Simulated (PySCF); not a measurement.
## C$_{7}$H$_{11}$N: a changed input and its effect

System: C$_{7}$H$_{11}$N.
Method of the first run: GIAO PBE0/6-311G** NMR shielding, non-relativistic, IEF-PCM water (PySCF 2.14.0).

The geometry comes from this level: GFN2-xTB. Text and figures count atoms from 1; the logs count them from 0 in places.

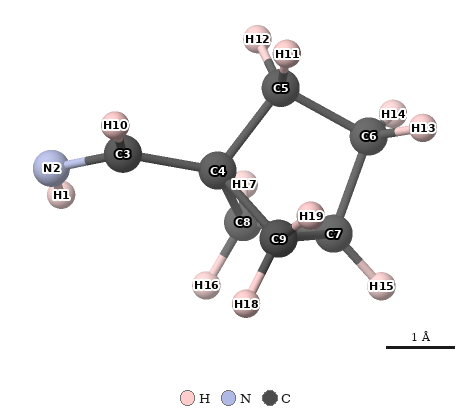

Figure 1. The input geometry (ball-and-stick view, seen at a tilt; atoms are numbered from 1 in the order of the input).

### Input file, the first run
```
{"job": {"kind": "nmr", "xc": "PBE0", "basis": "6-311G**", "solvent": "water", "pop": false}, "charge": 0, "multiplicity": 1}
H      2.254502    -1.003670     1.717430
N      2.750698    -0.327967     1.135165
C      2.029986     0.255217     0.289237
C      0.578794     0.076860     0.037644
C     -0.323338     1.307164     0.238789
C     -1.679890     0.682635    -0.158170
C     -1.204944    -0.731800    -0.492460
C     -0.267735    -1.036055     0.686711
C      0.056882    -0.448372    -1.320180
H      2.524997     0.984503    -0.349649
H     -0.032011     2.133021    -0.409316
H     -0.305602     1.655340     1.271321
H     -2.130777     1.177341    -1.017687
H     -2.397477     0.691160     0.661428
H     -1.955234    -1.444725    -0.823315
H      0.193094    -2.019826     0.624501
H     -0.651008    -0.858620     1.690065
H      0.569880    -1.347984    -1.651075
H     -0.020621     0.265028    -2.137902
```

The first line tells a small driver script what to run in PySCF; the rest is the geometry in Å.

Launched with:
```bash
OMP_NUM_THREADS=1 python <driver script> task.json out
```

Hardware: 1 CPU thread, shared host.

### Output (the first run)
```
coarse grid: 15488 points
cycle   1  E = -327.7156261871  dE =  1.274e+00  |g| = 4.625e-01  |ddm| = 3.476e+00
cycle   2  E = -327.6840031291  dE =  3.162e-02  |g| = 6.174e-01  |ddm| = 9.184e-01
cycle   3  E = -327.7684179249  dE = -8.441e-02  |g| = 7.769e-02  |ddm| = 5.159e-01
cycle   4  E = -327.7693731916  dE = -9.553e-04  |g| = 4.467e-02  |ddm| = 7.843e-02
cycle   5  E = -327.7698054667  dE = -4.323e-04  |g| = 1.106e-02  |ddm| = 4.255e-02
cycle   6  E = -327.7698306450  dE = -2.518e-05  |g| = 2.817e-03  |ddm| = 1.236e-02
cycle   7  E = -327.7698324497  dE = -1.805e-06  |g| = 3.420e-04  |ddm| = 2.394e-03
final grid: 148544 points
cycle   8  E = -327.7610533017  dE = -7.649e-05  |g| = 9.085e-03  |ddm| = 7.083e-02
cycle   9  E = -327.7610426805  dE =  1.062e-05  |g| = 1.137e-02  |ddm| = 1.967e-02
cycle  10  E = -327.7610738068  dE = -3.113e-05  |g| = 1.031e-03  |ddm| = 1.051e-02
cycle  11  E = -327.7610740251  dE = -2.183e-07  |g| = 2.756e-04  |ddm| = 1.153e-03
cycle  12  E = -327.7610740406  dE = -1.553e-08  |g| = 9.609e-05  |ddm| = 2.940e-04
cycle  13  E = -327.7610740421  dE = -1.484e-09  |g| = 4.914e-05  |ddm| = 1.022e-04
cycle  14  E = -327.7610740426  dE = -5.277e-10  |g| = 4.200e-06  |ddm| = 3.541e-05
converged SCF energy = -327.7610740426

GIAO shielding tensors (ppm)
atom      isotropic    diamagn.    paramagn.     s11        s22        s33       span
  0 H       21.806      35.121     -13.314     12.425     24.220     28.775     16.350
  1 N      -54.775     322.227    -377.002   -349.887    -69.294    254.856    604.743
  2 C        8.123     246.989    -238.866   -113.177     13.776    123.771    236.948
  3 C      130.529     246.709    -116.180    109.044    115.946    166.596     57.552
  4 C      157.930     244.286     -86.355    148.623    149.571    175.598     26.975
  5 C      159.560     246.638     -87.078    150.499    153.369    174.812     24.314
  6 C      152.692     246.862     -94.170    137.568    146.128    174.379     36.811
  7 C      153.163     248.219     -95.056    142.111    145.968    171.411     29.300
  8 C      146.278     249.075    -102.797    135.157    144.774    158.904     23.747
  9 H       23.651      28.288      -4.637     20.166     22.100     28.687      8.521
 10 H       30.131      30.695      -0.564     26.305     27.410     36.678     10.373
 11 H       30.435      30.618      -0.183     26.670     27.839     36.797     10.127
 12 H       30.193      30.470      -0.278     25.898     27.225     37.455     11.558
 13 H       30.189      30.511      -0.322     26.258     27.083     37.226     10.968
 14 H       29.559      31.562      -2.003     24.711     26.665     37.301     12.590
 15 H       30.391      32.808      -2.416     27.436     28.247     35.491      8.054
 16 H       30.984      32.232      -1.248     26.106     28.446     38.401     12.295
 17 H       30.407      32.092      -1.685     27.078     28.541     35.601      8.523
 18 H       30.660      31.854      -1.194     26.141     27.875     37.964     11.823
```

The input of the second run differs as follows (lines with − go, lines with + come):
```diff
-"basis": "6-311G**"
-"solvent": "water"
-"pop": false
+"basis": "pcSseg-1"
```

Predict how the results change.

The total energies belong to different models, so their difference says nothing on which is more stable or more accurate. The HOMO goes from −7.29 to −7.17 eV. The dipole moment goes from 3.31 to 2.72 D. Of all shieldings, the largest change is that of N2, by −29.3 ppm. The number of SCF iterations is the same. The basis functions go from 210 to 191.

### Output (the second run)
```
coarse grid: 15488 points
cycle   1  E = -327.5277160214  dE =  1.278e+00  |g| = 4.580e-01  |ddm| = 3.957e+00
cycle   2  E = -327.4880811936  dE =  3.963e-02  |g| = 6.439e-01  |ddm| = 1.087e+00
cycle   3  E = -327.5800620457  dE = -9.198e-02  |g| = 9.969e-02  |ddm| = 6.357e-01
cycle   4  E = -327.5819026410  dE = -1.841e-03  |g| = 4.860e-02  |ddm| = 1.191e-01
cycle   5  E = -327.5824246165  dE = -5.220e-04  |g| = 1.054e-02  |ddm| = 5.964e-02
cycle   6  E = -327.5824471553  dE = -2.254e-05  |g| = 3.186e-03  |ddm| = 1.478e-02
cycle   7  E = -327.5824494820  dE = -2.327e-06  |g| = 3.544e-04  |ddm| = 3.337e-03
final grid: 148544 points
cycle   8  E = -327.6321959423  dE = -6.429e-05  |g| = 9.530e-03  |ddm| = 6.014e-02
cycle   9  E = -327.6321824761  dE =  1.347e-05  |g| = 1.227e-02  |ddm| = 2.311e-02
cycle  10  E = -327.6322189143  dE = -3.644e-05  |g| = 1.007e-03  |ddm| = 1.313e-02
cycle  11  E = -327.6322191263  dE = -2.120e-07  |g| = 2.571e-04  |ddm| = 1.402e-03
cycle  12  E = -327.6322191393  dE = -1.305e-08  |g| = 1.059e-04  |ddm| = 3.280e-04
cycle  13  E = -327.6322191413  dE = -1.980e-09  |g| = 4.672e-05  |ddm| = 1.245e-04
cycle  14  E = -327.6322191418  dE = -4.845e-10  |g| = 5.421e-06  |ddm| = 4.270e-05
converged SCF energy = -327.6322191418

GIAO shielding tensors (ppm)
atom      isotropic    diamagn.    paramagn.     s11        s22        s33       span
  0 H       21.020      35.547     -14.527      9.885     24.442     28.732     18.846
  1 N      -84.107     323.410    -407.517   -413.513    -84.550    245.743    659.257
  2 C        6.846     245.222    -238.376   -117.318     18.725    119.131    236.448
  3 C      128.213     253.339    -125.126    104.893    115.271    164.475     59.582
  4 C      154.275     246.432     -92.157    144.899    146.268    171.658     26.759
  5 C      155.525     249.430     -93.905    146.446    148.978    171.150     24.704
  6 C      149.727     249.083     -99.356    134.624    142.881    171.676     37.052
  7 C      149.605     250.084    -100.479    138.674    141.745    168.395     29.721
  8 C      142.749     250.817    -108.068    132.118    140.213    155.916     23.797
  9 H       23.533      28.088      -4.555     20.094     21.782     28.722      8.628
 10 H       29.925      30.687      -0.763     26.086     27.073     36.615     10.530
 11 H       30.180      30.650      -0.469     26.478     27.358     36.706     10.228
 12 H       29.906      30.129      -0.224     25.547     26.840     37.329     11.782
 13 H       29.878      30.251      -0.373     25.925     26.647     37.063     11.138
 14 H       29.378      32.147      -2.769     24.459     26.319     37.357     12.899
 15 H       30.287      33.242      -2.955     27.115     28.254     35.493      8.379
 16 H       30.874      32.559      -1.685     25.906     28.404     38.312     12.406
 17 H       30.272      32.514      -2.242     26.750     28.481     35.585      8.836
 18 H       30.559      32.202      -1.643     26.012     27.801     37.863     11.852
```

### The two runs side by side

| quantity | the first run | the second run |
| --- | --- | --- |
| outcome | converged | converged |
| total energy (hartree) | −327.761074 | −327.632219 |
| HOMO (eV) | −7.29 | −7.17 |
| LUMO (eV) | 0.11 | 0.11 |
| dipole moment (D) | 3.31 | 2.72 |
| shielding of N2 (ppm) | −54.8 | −84.1 |
| shielding of C4 (ppm) | 130.5 | 128.2 |
| shielding of C5 (ppm) | 157.9 | 154.3 |
| shielding of C6 (ppm) | 159.6 | 155.5 |
| shielding of C7 (ppm) | 152.7 | 149.7 |
| shielding of C8 (ppm) | 153.2 | 149.6 |
| shielding of C9 (ppm) | 146.3 | 142.7 |
| SCF iterations | 14 | 14 |
| basis functions | 210 | 191 |
| wall time (shared host) | 86 s | 82 s |
